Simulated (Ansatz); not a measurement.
```xyz
9

C     1.5318    0.0512   -0.2761
C     0.5038   -1.0388    0.0306
Sn   -1.3218   -0.4572    1.1859
H     0.9647   -1.9122    0.5404
H     1.0733    0.9016   -0.8210
H     0.0665   -1.4480   -0.9131
H     1.9810    0.4694    0.6493
H     2.3755   -0.3275   -0.8951
H    -1.3260    1.1925    0.4430
```

Geometry: PBE-D3(BJ)/def2-SVP; core potentials replace the inner electrons of Sn.

Computed with isolated molecule in a Gaussian basis; Kohn-Sham density functional theory, functional PBE0 in Ansatz 0.2.0.

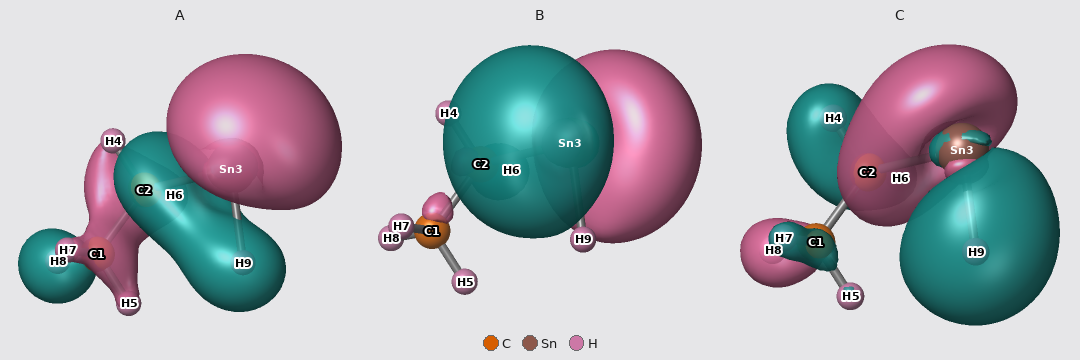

C2H6Sn. Three frontier orbitals at ±0.08 Å⁻³ᐟ² (teal and pink are the two phases), in no order.

Which picture is the HOMO−1, the HOMO and the LUMO?

Answer. C is the HOMO−1 (−7.46 eV). It lies mainly on Sn3 (about 40 %), H9 (about 30 %) and C2 (about 20 %). A is the HOMO (−6.12 eV). Its weight (Hirshfeld) is mainly on Sn3 (about 60 %), C2 (about 20 %) and H9 (about 10 %). B is the LUMO (−2.65 eV). By Hirshfeld shares it lies mainly on Sn3 (about 90 %).

What is the HOMO–LUMO gap?

Answer. 3.47 eV between the orbital energies.
